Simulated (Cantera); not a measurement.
Input: 1 mol SiO₂, 13 mol CO, equilibrated at 0.0100 bar.

Cantera equilibrium calculation (NASA polynomials, part measured and part estimated; ideal gas, pure solids and liquids). Candidate condensed phases: C, Si, SiC, SiO₂; 20 gas species. The tables hold silica as quartz up to 1696 K and as liquid above; real silica turns to tridymite and cristobalite and melts near 1996 K. Rates play no part.

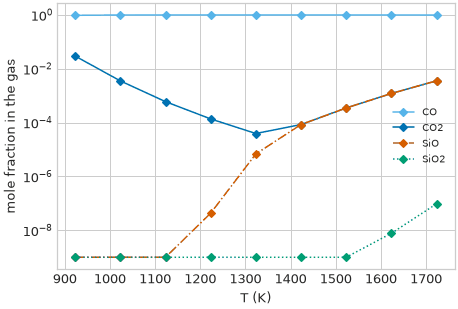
Equilibrium gas composition (values under 1e-9 drawn at 1e-9)

From 923 K to 1223 K the condensed part is C(graphite) + SiO₂(β-quartz). From 1323 K to 1623 K the condensed part is SiO₂(β-quartz). At 1723 K the condensed part is SiO₂(condensed).
